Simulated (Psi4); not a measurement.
# U-wB97M-V/cc-pVDZ run of C2F5 (pentafluoroethyl)

Aim: the vertical doublet–quartet gap of C2F5 (pentafluoroethyl) at U-wB97M-V/cc-pVDZ, from 2 runs. 

The calculation is run with Psi4 1.11.

### 1 The structure to begin with

C2F5: 7 atoms, total charge 0, spin state doublet. As SMILES, `F[C](F)C(F)(F)F`. Geometry: relaxed at PBE0-D4/def2-TZVP.

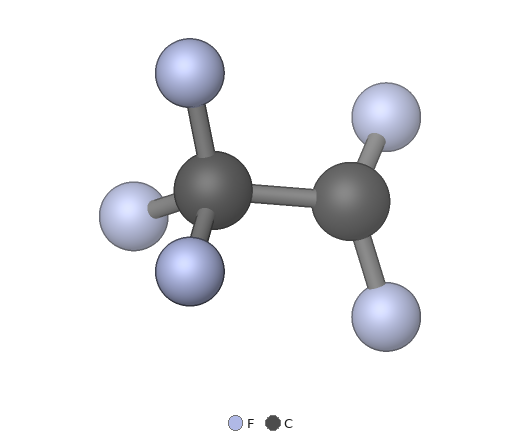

The structure, seen from a chosen angle (fluorine light blue, carbon dark grey).

### 2 A single-point energy at U-wB97M-V/cc-pVDZ

job.json

```json
{
  "schema_name": "qcschema_input",
  "schema_version": 1,
  "molecule": {
    "schema_name": "qcschema_molecule",
    "schema_version": 2,
    "symbols": ["F", "C", "F", "C", "F", "F", "F"],
    "geometry": [2.94991917, -1.5987461, 0.96933502, 0.60851071, -0.88518551, 1.36655545, -0.87707859, -2.79911903, 1.8947528, -0.43150006, 0.90858032, -0.60567612, 1.09218611, 2.88578187, -0.84058797, -2.71137904, 1.69340248, 0.08171176, -0.6306394, -0.20473293, -2.86607202],
    "molecular_charge": 0,
    "molecular_multiplicity": 2,
    "fix_symmetry": "c1",
    "fix_com": true,
    "fix_orientation": true
  },
  "driver": "energy",
  "model": {
    "method": "wb97m-v",
    "basis": "cc-pVDZ"
  },
  "keywords": {
    "reference": "uks",
    "puream": true,
    "e_convergence": 1e-09,
    "d_convergence": 1e-08,
    "scf_type": "pk",
    "dft_radial_points": 99,
    "dft_spherical_points": 590,
    "maxiter": 100
  }
}
```

Started as:

```bash
$ psi4 --qcschema job.json -n 1 --memory 2200MB
```

stdout (excerpt; [...] marks lines left out):

```text
[...]
  Running in c1 symmetry.
[...]
  Nuclear repulsion =  346.112002489475856
[...]
  Multiplicity = 2
[...]
  Nalpha       = 29
  Nbeta        = 28
[...]
    Number of basis functions: 98
[...]
   @UKS iter   1:  -575.14961668193928   -3.10198e-01   5.48856e-03 DIIS/ADIIS
[...]
   @UKS iter  13:  -575.25117951393122   -1.93268e-11   9.92695e-09 DIIS
[...]
   @S^2 Observed:                7.519313011E-01
[...]
    Orbital Energies [Eh]
    ---------------------
    Alpha Occupied:
       1A    -24.985829     2A    -24.985825     3A    -24.971932
       4A    -24.971911     5A    -24.968504     6A    -10.628746
       7A    -10.549340     8A     -1.479953     9A     -1.453339
      10A     -1.400359    11A     -1.385165    12A     -1.382635
      13A     -0.918226    14A     -0.810204    15A     -0.749472
      16A     -0.739186    17A     -0.732526    18A     -0.701513
      19A     -0.669527    20A     -0.616696    21A     -0.598208
      22A     -0.595143    23A     -0.592381    24A     -0.569301
      25A     -0.555781    26A     -0.548924    27A     -0.534069
      28A     -0.514044    29A     -0.349901
    Alpha Virtual:
[...]
  @UKS Final Energy:  -575.25117951393122
   => Energetics <=
    Nuclear Repulsion Energy =            346.1120024894758558
    One-Electron Energy =               -1486.2537151541182538
    Two-Electron Energy =                 611.0466949247138473
    DFT Exchange-Correlation Energy =     -46.3886133560777409
    Empirical Dispersion Energy =           0.0000000000000000
    VV10 Nonlocal Energy =                  0.2324515820751189
    Total Energy =                       -575.2511795139312198
[...]
 Multipole Moments:
 ------------------------------------------------------------------------------------
     Multipole            Electronic (a.u.)      Nuclear  (a.u.)        Total (a.u.)
 ------------------------------------------------------------------------------------
 L = 1.  Multiply by 2.5417464519 to convert [e a0] to [Debye]
 Dipole X            :          0.5869043           -0.5308618            0.0560425
 Dipole Y            :          0.0131106           -0.0703545           -0.0572440
 Dipole Z            :          2.4390096           -2.2824677            0.1565419
 Magnitude           :                                                    0.1758494
[...]
```

The result, in JSON:

```text
{
 "driver": "energy",
 "model": {
  "method": "wb97m-v",
  "basis": "cc-pVDZ"
 },
 "success": true,
 "return_result": -575.2511795139312,
 "properties": {
  "calcinfo_nbasis": 98,
  "calcinfo_nmo": 98,
  "calcinfo_nalpha": 29,
  "calcinfo_nbeta": 28,
  "calcinfo_natom": 7,
  "nuclear_repulsion_energy": 346.11200248947586,
  "return_energy": -575.2511795139312,
  "scf_one_electron_energy": -1486.2537151541183,
  "scf_two_electron_energy": 611.0466949247138,
  "scf_vv10_energy": 0.2324515820751189,
  "scf_xc_energy": -46.38861335607774,
  "scf_dipole_moment": [0.05604248169191084, -0.05724397239673118, 0.1565419267003083],
  "scf_total_energy": -575.2511795139312,
  "scf_iterations": 13
 }
}
```

It took 2.6 min on 1 thread of AMD EPYC 9B14 (Zen 4), shared host; peak memory 1.2 GiB.

### 3 The quartet at the same level

input.in

```
memory 2200 mb

molecule {
  0 4
  F      1.561030    -0.846020     0.512950
  C      0.322010    -0.468420     0.723150
  F     -0.464130    -1.481230     1.002660
  C     -0.228340     0.480800    -0.320510
  F      0.577960     1.527090    -0.444820
  F     -1.434800     0.896110     0.043240
  F     -0.333720    -0.108340    -1.516660
  symmetry c1
}

set basis cc-pVDZ
set reference uks
set puream true
set e_convergence 1e-09
set d_convergence 1e-08
set scf_type pk
set dft_radial_points 99
set dft_spherical_points 590
set maxiter 100

energy("wb97m-v")
print_variables()
```

Started as:

```bash
$ psi4 input.in input.out -n 1
```

input.out (excerpt; [...] marks lines left out):

```text
[...]
  Running in c1 symmetry.
[...]
  Nuclear repulsion =  346.112002362467138
[...]
  Multiplicity = 4
[...]
  Nalpha       = 30
  Nbeta        = 27
[...]
    Number of basis functions: 98
[...]
   @UKS iter   1:  -574.75136409732988    8.80541e-02   4.62819e-03 ADIIS/DIIS
[...]
   @UKS iter  18:  -574.82696061353306   -4.09273e-12   5.17927e-09 DIIS
[...]
   @S^2 Observed:                3.755021980E+00
[...]
    Orbital Energies [Eh]
    ---------------------
    Alpha Occupied:
       1A    -24.987711     2A    -24.987688     3A    -24.987308
       4A    -24.987302     5A    -24.982792     6A    -10.616397
       7A    -10.552044     8A     -1.491416     9A     -1.458193
      10A     -1.409118    11A     -1.399124    12A     -1.395197
      13A     -0.938141    14A     -0.819685    15A     -0.759108
      16A     -0.757794    17A     -0.744142    18A     -0.716220
      19A     -0.670714    20A     -0.631477    21A     -0.617893
      22A     -0.613131    23A     -0.596472    24A     -0.577719
      25A     -0.570109    26A     -0.561353    27A     -0.549104
      28A     -0.545167    29A     -0.354507    30A     -0.083611
    Alpha Virtual:
[...]
  @UKS Final Energy:  -574.82696061353306
   => Energetics <=
    Nuclear Repulsion Energy =            346.1120023624671376
    One-Electron Energy =               -1485.7482552457804559
    Two-Electron Energy =                 610.9383184644498215
    DFT Exchange-Correlation Energy =     -46.3608652197620899
    Empirical Dispersion Energy =           0.0000000000000000
    VV10 Nonlocal Energy =                  0.2318390250924932
    Total Energy =                       -574.8269606135330605
[...]
 Multipole Moments:
 ------------------------------------------------------------------------------------
     Multipole            Electronic (a.u.)      Nuclear  (a.u.)        Total (a.u.)
 ------------------------------------------------------------------------------------
 L = 1.  Multiply by 2.5417464519 to convert [e a0] to [Debye]
 Dipole X            :         -0.0744644            0.0623769           -0.0120875
 Dipole Y            :          0.0367375            0.0082463            0.0449837
 Dipole Z            :         -0.2596458            0.2681329            0.0084871
 Magnitude           :                                                    0.0473463
[...]
```

Wall time 3.6 min (1 thread of AMD EPYC 9B14 (Zen 4), shared host); peak memory 1.2 GiB.

### 4 What came out

Level: U-wB97M-V/cc-pVDZ.

```
                                        quantity          value
                           doublet: total energy  -575.25118 Eh
                          doublet: dipole moment         0.45 D
     doublet: HOMO energy (highest over α and β)       -9.52 eV
      doublet: LUMO energy (lowest over α and β)       -0.16 eV
                                   doublet: ⟨S²⟩          0.752
                           quartet: total energy  -574.82696 Eh
                          quartet: dipole moment         0.12 D
     quartet: HOMO energy (highest over α and β)       -2.28 eV
                                   quartet: ⟨S²⟩          3.755
vertical energy of the quartet above the doublet      11.544 eV
```

What this shows: At this shape the quartet lies 11.54 eV (266 kcal/mol) above the doublet.
